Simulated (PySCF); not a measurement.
# AlBr (charge +1, doublet): what the fields show

```xyz
2

Al    0.0000    0.0000   -1.6313
Br    0.0000    0.0000    0.5577
```

Theory: PySCF, PBE0/def2-TZVPPD, non-relativistic Hamiltonian with scalar-relativistic core potentials where named, at a bond length of 2.189 Å.

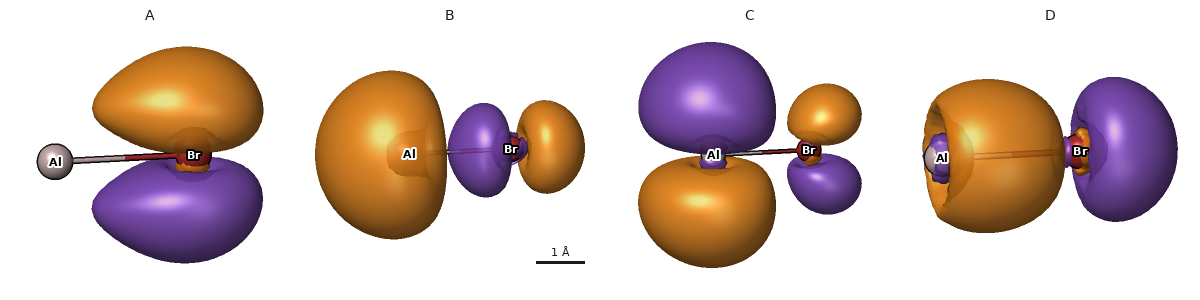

Figure 1. Four frontier β-spin orbitals, each drawn at the value that holds 80 % of its norm (orange and purple are the two phases), in no order; of a degenerate pair one member is drawn.

Q: Name the orbitals and rank them from lowest to highest energy.

A: Orbital D: σ, occupied in this spin, −17.22 eV; shared between the atoms (Al 35 %, Br 65 %).
Orbital A: π, occupied in this spin, −14.84 eV; mainly on Br (90 %).
Orbital B: σ, empty in this spin, −10.94 eV; mainly on Al (75 %).
Orbital C: π, empty in this spin, −7.21 eV; mainly on Al (85 %).

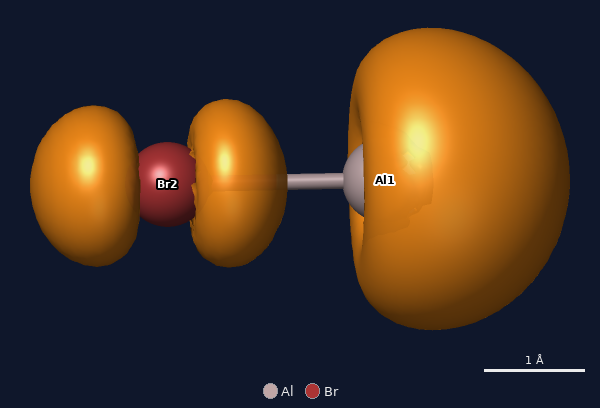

Figure 2. Isosurfaces of the spin density at +0.02 (orange) and −0.02 e/Å³ (purple), seen from one side.

Q: Where is the unpaired spin?

A: The unpaired spin (1 electron) lies mostly on Al1 (about 0.8) and Br2 (about 0.2), in electrons by Hirshfeld's partition.

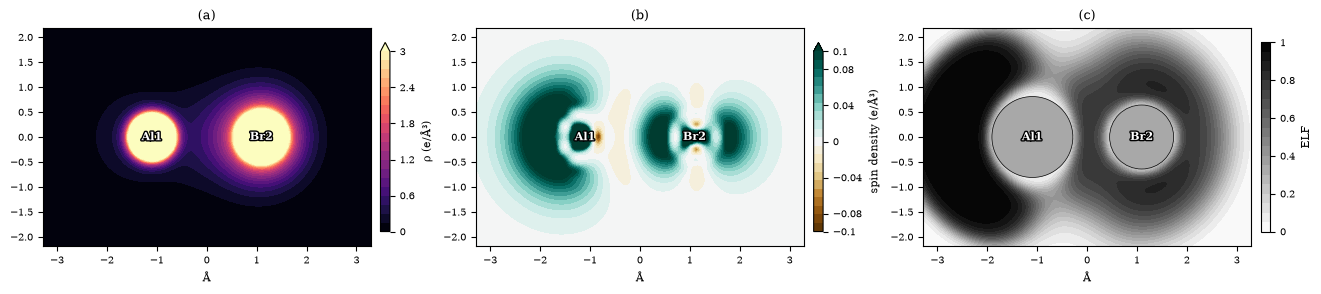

Figure 3. (a) electron density; (b) spin density; (c) electron localisation function on a plane that holds the molecular axis. Grey discs cover the atomic cores in the ELF map.

Q: What do the fields say about this system?

A: The section cuts through Al and Br sites.
Al–Br (2.19 Å): ρ is about 0.71 e/Å³ halfway; the ELF peaks at about 0.80 in the valence shell of Br, 1.1 Å from its nucleus, and is about 0.80 at the midpoint.
The ELF also peaks beside Br2, away from the bonds: non-bonding electrons, paired or unpaired.
